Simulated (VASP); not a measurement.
```
O2Si
1.0
    4.19939     0.00000     0.00000
    0.00000     4.19939     0.00000
    0.00000     0.00000     2.68990
Si O
2 4
Direct
  0.00000   0.00000   0.00000
  0.50000   0.50000   0.50000
  0.30559   0.30559   0.00000
  0.80559   0.19441   0.50000
  0.19441   0.80559   0.50000
  0.69441   0.69441   0.00000
```

All values below come from vdW-DF-cx, VASP's PBE PAW potentials (set 64) (plane waves; VASP). Settings: 520 eV cut-off, 6×6×9 Γ-centred mesh, tetrahedra with Blöchl corrections, potentials Si O.

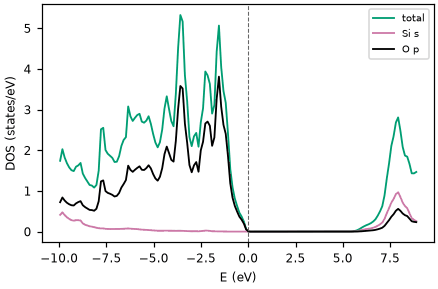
*Total and projected density of states, zero at the valence-band maximum*

Within 2 eV below the valence-band maximum the largest weight inside VASP's projection spheres is O p.

The gap is direct, 5.40 eV, from the valence maximum at Γ to the conduction minimum at Γ.

The compound is SiO2 in the rutile structure, stishovite, a high-pressure form. It was relaxed first.
